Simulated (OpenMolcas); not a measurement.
# SnS (SMILES [S][Sn]): RI-MP2/ANO-RCC-VQZP (DKH2, RICD fitting)

What is the energy change on altering one bond length of SnS at RI-MP2/ANO-RCC-VQZP (DKH2, RICD fitting)? 

The calculation is run with OpenMolcas 26.06.

## (1) The system as given

SnS has 2 atoms, charge 0, and is taken as a singlet. As SMILES, `[S][Sn]`. The bond length is the measured one.

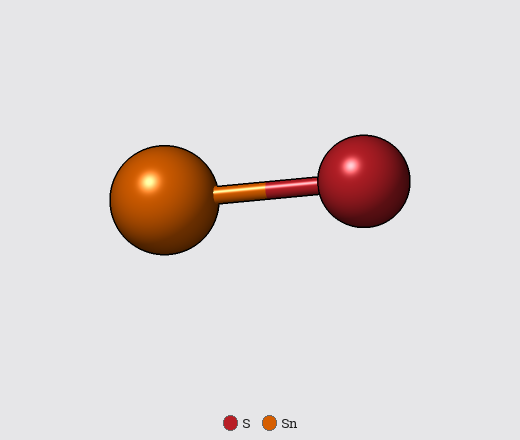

The structure, seen from a chosen angle (sulfur red, tin orange).

## (2) A single-point energy at RI-MP2/ANO-RCC-VQZP (DKH2, RICD fitting)

Input file job.input:

```
* SSn RI-MP2
>>> EXPORT MOLCAS_PRINT=2

&GATEWAY
  COORD
  2
  angstrom
  S        0.000000       0.000000       0.000000
  Sn       0.000000       0.000000       2.209026
  BASIS
  ANO-RCC-VQZP
  GROUP
  NoSym
  RICD

&SEWARD

&SCF
  PRORBITALS
  1 1

&MBPT2
  FROZEN
  23
```

Command:

```sh
$ export MOLCAS_MEM=1860
$ pymolcas job.input > job.log
```

The log of the run:

```text
--- Start Module: gateway ---
[...]
--- Stop Module: gateway /rc=_RC_ALL_IS_WELL_ ---
[...]
      Basis functions          152
[...]
--- Start Module: scf ---
[...]
       Convergence after  12 Iterations
[...]
::    Total SCF energy                              -6571.1395679961
[...]
      Total spin, S                                     0.0000000000
[...]
      Total electronic charge=   66.000000
      Total            charge=   -0.000000
[...]
      Dipole Moment (debye):
      Origin of the operator (angstrom)=    0.0000    0.0000    1.7440
                   X= -9.6813E-11               Y=  1.5807E-12               Z=  4.1414E+00           Total=  4.1414E+00
      Quadrupole Moment (debye*angstrom):
[...]
--- Stop Module: scf /rc=_RC_ALL_IS_WELL_ ---
[...]
--- Start Module: mbpt2 ---
[...]
WARNING!
Default frozen orbitals as non valence orbitals is overwritten by user input.
Default values:  23
[...]
       Reference weight ( Cref**2 )         =        0.82086
::    Total MBPT2 energy                            -6571.8603947178
[...]
--- Stop Module: mbpt2 /rc=_RC_ALL_IS_WELL_ ---
[...]
```

It took 36 s on 1 thread of Arm Neoverse V1, shared host; peak memory 0.46 GiB.

## (3) The distorted shape at the same level

Input file job.input:

```
>>> EXPORT MOLCAS_PRINT=2

&GATEWAY
  COORD
  2
  angstrom
  S        0.000000       0.000000      -0.220874
  Sn       0.000000       0.000000       2.209026
  BASIS=ANO-RCC-VQZP
  GROUP=NoSym
  RICD

&SEWARD

&SCF
  PRORBITALS=1 1

&MBPT2
  FROZEN=23
```

Command:

```sh
$ export MOLCAS_MEM=1860
$ pymolcas job.input > job.log
```

The log of the run:

```text
--- Start Module: gateway ---
[...]
--- Stop Module: gateway /rc=_RC_ALL_IS_WELL_ ---
[...]
      Basis functions          152
[...]
--- Start Module: scf ---
[...]
       Convergence after  12 Iterations
[...]
::    Total SCF energy                              -6571.1189020412
[...]
      Total spin, S                                     0.0000000000
[...]
      Total electronic charge=   66.000000
      Total            charge=   -0.000000
[...]
      Dipole Moment (debye):
      Origin of the operator (angstrom)=    0.0000    0.0000    1.6975
                   X=  8.3980E-11               Y=  5.7297E-12               Z=  5.5782E+00           Total=  5.5782E+00
      Quadrupole Moment (debye*angstrom):
[...]
--- Stop Module: scf /rc=_RC_ALL_IS_WELL_ ---
[...]
--- Start Module: mbpt2 ---
[...]
WARNING!
Default frozen orbitals as non valence orbitals is overwritten by user input.
Default values:  23
[...]
       Reference weight ( Cref**2 )         =        0.80937
::    Total MBPT2 energy                            -6571.8444588530
[...]
--- Stop Module: mbpt2 /rc=_RC_ALL_IS_WELL_ ---
[...]
```

Run time: 37 s. Hardware: 1 thread of Arm Neoverse V1, shared host; peak memory 0.46 GiB.

## (4) Results

Level: RI-MP2/ANO-RCC-VQZP (DKH2, RICD fitting), 23 core orbitals frozen.

| quantity | value |
| --- | --- |
| first shape: total energy | -6571.86039 Eh |
| first shape: dipole moment (mean-field density) | 4.14 D |
| first shape: HOMO energy (Hartree–Fock orbitals) | -9.54 eV |
| first shape: LUMO energy (Hartree–Fock orbitals) | -0.05 eV |
| first shape: HOMO–LUMO gap (Hartree–Fock orbitals) | 9.50 eV |
| first shape: correlation energy (23 core orbitals frozen) | -720.8 mEh |
| distorted shape: total energy | -6571.84446 Eh |
| distorted shape: dipole moment (mean-field density) | 5.58 D |
| distorted shape: HOMO energy (Hartree–Fock orbitals) | -8.89 eV |
| distorted shape: LUMO energy (Hartree–Fock orbitals) | -0.50 eV |
| distorted shape: HOMO–LUMO gap (Hartree–Fock orbitals) | 8.39 eV |
| distorted shape: correlation energy (23 core orbitals frozen) | -725.6 mEh |
| energy change with the S1–Sn2 bond stretched from 2.209 to 2.430 Å | 0.434 eV |

What this shows: With the S1–Sn2 bond stretched from 2.209 to 2.430 Å the energy rises by 0.43 eV (10.0 kcal/mol). The first shape isn't relaxed at this level, so the change isn't measured from a minimum.
